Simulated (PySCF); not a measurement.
# singlet [N2H3]+ at 6 levels

We compute a comparison of 6 runs (PBE/STO-3G, PBE0/STO-3G, wB97X-V/STO-3G, NEVPT2(2,2)/STO-3G, QCISD(T)/STO-3G, FCI/STO-3G) of singlet [N2H3]+. The job is set up through a Python script.

The results are computed with PySCF 2.14.0.

6 further runs of the same task are left out: 6 set aside as unsound or not needed.

**1. Starting point**

The species is [N2H3]+ (5 atoms), meant as a singlet with charge +1. SMILES of the parent species: `[NH]N`. The shape is that of a GFN2-xTB optimisation. This is one conformer, not always the lowest. That shape belongs to the parent species and isn't relaxed for this state.

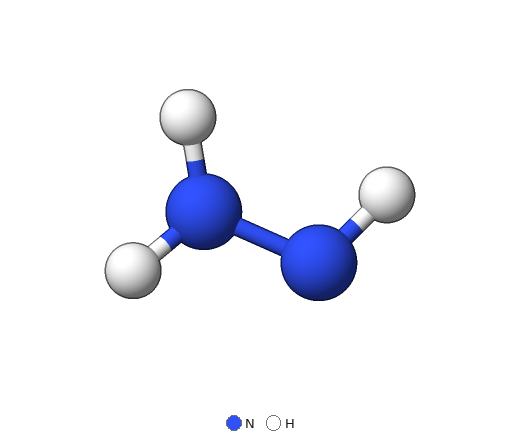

The structure, seen from a chosen angle (nitrogen blue, hydrogen white).

**2. A single-point energy at PBE/STO-3G (run 1)**

Contents of mol.xyz:

```xyz
5

N     -0.174970    -0.805480     0.447260
N     -0.126270     0.251970    -0.365880
H      0.751750    -0.989150     0.831090
H     -1.043070     0.577800    -0.638700
H      0.592550     0.964850    -0.273770
```

Contents of run.py:

```python
from pyscf import gto, dft

molecule = gto.M(
    atom='mol.xyz',
    charge=1,
    max_memory=1860,
    basis='sto-3g',
    verbose=3,
)

myscf = dft.RKS(molecule)
myscf.xc = 'pbe'
myscf.conv_tol = 1e-10
myscf.grids.level = 5
myscf.kernel()
if not myscf.converged:
    myscf = myscf.newton().run(myscf.mo_coeff, myscf.mo_occ)

energy = myscf.e_tot
print('E(%s) = %.9f' % ('PBE', energy))
```

The run is started by

```bash
$ OMP_NUM_THREADS=1 python run.py
```

The log of the run:

```text
converged SCF energy = -109.382777676028
E(PBE) = -109.382777676
```

Wall time 1.9 s (1 thread of Arm Neoverse V2, shared host); peak memory 0.17 GiB.

**3. A single-point energy at PBE0/STO-3G (run 2)**

Contents of run.py:

```python
from pyscf import gto, dft

system = gto.M(
    atom='''
N     -0.330645    -1.522137     0.845199
N     -0.238616     0.476154    -0.691413
H      1.420602    -1.869223     1.570532
H     -1.971117     1.091884    -1.206968
H      1.119757     1.823302    -0.517350
''',
    unit='bohr',
    basis='sto-3g',
    max_memory=1860,
    charge=1,
    verbose=4,
)

mf = dft.RKS(system, xc='pbe0')
mf.grids.level = 5
mf.conv_tol = 1e-10
mf.kernel()
if not mf.converged:
    mf = mf.newton().run(mf.mo_coeff, mf.mo_occ)

energy = mf.e_tot
print('E(%s) = %.9f' % ('PBE0', energy))
```

The run is started by

```bash
$ OMP_NUM_THREADS=1 python run.py
```

The log of the run:

```text
PySCF version 2.14.0

[INPUT] num. atoms = 5
[INPUT] num. electrons = 16
[INPUT] charge = 1
[INPUT] spin (= nelec alpha-beta = 2S) = 0
[INPUT] symmetry False subgroup None
[INPUT] Mole.unit = bohr
[INPUT] Symbol           X                Y                Z      unit          X                Y                Z       unit  Magmom
[INPUT]  1 N     -0.174969798905  -0.805480212298   0.447260049492 AA   -0.330645000000  -1.522137000000   0.845199000000 Bohr   0.0
[INPUT]  2 N     -0.126270149361   0.251969845688  -0.365880002934 AA   -0.238616000000   0.476154000000  -0.691413000000 Bohr   0.0
[INPUT]  3 H      0.751750204187  -0.989150213728   0.831089743421 AA    1.420602000000  -1.869223000000   1.570532000000 Bohr   0.0
[INPUT]  4 H     -1.043070196457   0.577800129768  -0.638699959910 AA   -1.971117000000   1.091884000000  -1.206968000000 Bohr   0.0
[INPUT]  5 H      0.592549886168   0.964849867025  -0.273769830069 AA    1.119757000000   1.823302000000  -0.517350000000 Bohr   0.0

nuclear repulsion = 36.7009261825925
number of shells = 9
number of NR pGTOs = 39
number of NR cGTOs = 13
basis = sto-3g
ecp = {}

******** <class 'pyscf.dft.rks.RKS'> ********
method = RKS
initial guess = minao
damping factor = 0
level_shift factor = 0
DIIS = <class 'pyscf.scf.diis.CDIIS'>
diis_start_cycle = 1
diis_space = 8
diis_damp = 0
SCF conv_tol = 1e-10
SCF conv_tol_grad = None
SCF max_cycles = 50
direct_scf = True
direct_scf_tol = 1e-13
XC library pyscf.dft.libxc version 7.0.0
    S. Lehtola, C. Steigemann, M. J.T. Oliveira, and M. A.L. Marques.,  SoftwareX 7, 1–5 (2018)
XC functionals = pbe0
radial grids:
    Treutler-Ahlrichs [JCP 102, 346 (1995); DOI:10.1063/1.469408] (M4) radial grids

becke partition: Becke, JCP 88, 2547 (1988); DOI:10.1063/1.454033
pruning grids: <function nwchem_prune>
grids dens level: 5
symmetrized grids: False
atomic radii adjust function: <function treutler_atomic_radii_adjust>
small_rho_cutoff = 0
Set gradient conv threshold to 1e-05
Initial guess from minao.
tot grids = 154848
init E= -109.831012473861
  HOMO = -0.276089601956946  LUMO = -0.09123936908058  gap/eV = 5.03003
cycle= 1 E= -109.377559991483  delta_E= 0.453  |g|= 0.233  |ddm|= 2.74
  HOMO = -0.581804103449072  LUMO = -0.393767657371036  gap/eV = 5.11673
cycle= 2 E= -109.350329834614  delta_E= 0.0272  |g|= 0.389  |ddm|= 0.681
  HOMO = -0.613952055239281  LUMO = -0.3967980016878  gap/eV = 5.90906
cycle= 3 E= -109.394040763515  delta_E= -0.0437  |g|= 0.054  |ddm|= 0.466
  HOMO = -0.599035601301838  LUMO = -0.382085966508314  gap/eV = 5.90350
cycle= 4 E= -109.394964496764  delta_E= -0.000924  |g|= 0.00636  |ddm|= 0.072
  HOMO = -0.601675888387541  LUMO = -0.384007943487735  gap/eV = 5.92305
cycle= 5 E= -109.394977328956  delta_E= -1.28e-05  |g|= 0.000785  |ddm|= 0.00812
  HOMO = -0.601694734365295  LUMO = -0.383957190248134  gap/eV = 5.92494
cycle= 6 E= -109.394977487603  delta_E= -1.59e-07  |g|= 0.000183  |ddm|= 0.000752
  HOMO = -0.601711035927615  LUMO = -0.383964878914713  gap/eV = 5.92517
cycle= 7 E= -109.394977496555  delta_E= -8.95e-09  |g|= 2.45e-05  |ddm|= 0.000173
  HOMO = -0.601712794425771  LUMO = -0.383965721282524  gap/eV = 5.92520
cycle= 8 E= -109.394977496728  delta_E= -1.74e-10  |g|= 1.51e-06  |ddm|= 2.97e-05
  HOMO = -0.601712977830821  LUMO = -0.383965781973169  gap/eV = 5.92520
cycle= 9 E= -109.39497749673  delta_E= -1.14e-12  |g|= 3.01e-07  |ddm|= 2.69e-06
  HOMO = -0.601712905400674  LUMO = -0.383965758274428  gap/eV = 5.92520
Extra cycle  E= -109.394977496729  delta_E= 3.41e-13  |g|= 6.03e-07  |ddm|= 1e-06
converged SCF energy = -109.394977496729
E(PBE0) = -109.394977497
```

Run time: 1.8 s. Hardware: 1 thread of Arm Neoverse V2, shared host; peak memory 0.17 GiB.

Runs 3 to 5 aren't shown in full; the table further down has their settings and results.

**4. A single-point energy at FCI/STO-3G (run 6)**

Contents of run.py:

```python
from pyscf import gto, scf, mcscf
from pyscf import fci

molecule = gto.M(
    atom=[
    ('N', (-0.174970, -0.805480, 0.447260)),
    ('N', (-0.126270, 0.251970, -0.365880)),
    ('H', (0.751750, -0.989150, 0.831090)),
    ('H', (-1.043070, 0.577800, -0.638700)),
    ('H', (0.592550, 0.964850, -0.273770)),
],
    verbose=3,
    max_memory=1860,
    charge=1,
    basis='sto-3g',
)

calc0 = scf.RHF(molecule)
calc0.conv_tol = 1e-10
calc0.kernel()
if not calc0.converged:
    calc0 = calc0.newton().run(calc0.mo_coeff, calc0.mo_occ)

cas = mcscf.CASCI(calc0, calc0.mo_coeff.shape[-1] - 2, (molecule.nelec[0] - 2, molecule.nelec[1] - 2))  # full CI above the frozen core
cas.fcisolver = fci.direct_spin0.FCI(molecule)  # even spin states alone
cas.kernel()
print('<S^2> = %.4f' % cas.fcisolver.spin_square(cas.ci, cas.ncas, cas.nelecas)[0])
e_tot = cas.e_tot
print(f'total energy: {e_tot:.8f} hartree')
```

The run is started by

```bash
$ OMP_NUM_THREADS=1 python run.py
```

The log of the run:

```text
converged SCF energy = -108.900599149479
CASCI E = -109.071402577596  E(CI) = -43.0711765976224  S^2 = 0.0000000
<S^2> = 0.0000
total energy: -109.07140258 hartree
```

Wall time 3.3 s (1 thread of Arm Neoverse V2, shared host); peak memory 0.16 GiB.

**5. Overview of the runs**

```
run               level  nlc grid  integration grid  energy (Eh)  HOMO energy (eV)  LUMO energy (eV)  HOMO–LUMO gap (eV)  wall time
  1          PBE/STO-3G         –                 5  -109.382778            -14.40            -11.82                2.59      1.9 s
  2         PBE0/STO-3G         –                 5  -109.394977            -16.37            -10.45                5.93      1.8 s
  3      wB97X-V/STO-3G         1                 5  -109.487585            -18.98             -7.77               11.21       13 s
  4  NEVPT2(2,2)/STO-3G         –                 –  -109.044759            -21.37             -5.08               16.29     0.71 s
  5     QCISD(T)/STO-3G         –                 –  -109.070075            -21.37             -5.08               16.29     0.81 s
  6          FCI/STO-3G         –                 –  -109.071403            -21.37             -5.08               16.29      3.3 s
```

**6. Results**

| quantity | value |
| --- | --- |
| run 6: total energy | -109.07140 Eh |
| run 6: HOMO energy (Hartree–Fock orbitals) | -21.37 eV |
| run 6: LUMO energy (Hartree–Fock orbitals) | -5.08 eV |
| run 6: HOMO–LUMO gap (Hartree–Fock orbitals) | 16.29 eV |
| run 6: correlation energy (2 core orbitals frozen) | -170.8 mEh |

**Reading.** Against full CI in this basis: QCISD(T) +1.3 mEh. Over runs 1, 2, 3 the HOMO–LUMO gap runs from 2.59 eV (PBE/STO-3G) to 11.21 eV (wB97X-V/STO-3G). Totals of different functionals can't be ranked against each other. In run 5 the T1 diagnostic is large, so a single reference may not serve. In runs 1, 2, 3, 4, 5, 6 the basis is minimal, so the values are rough. All runs together took 21 s, the longest 13 s.
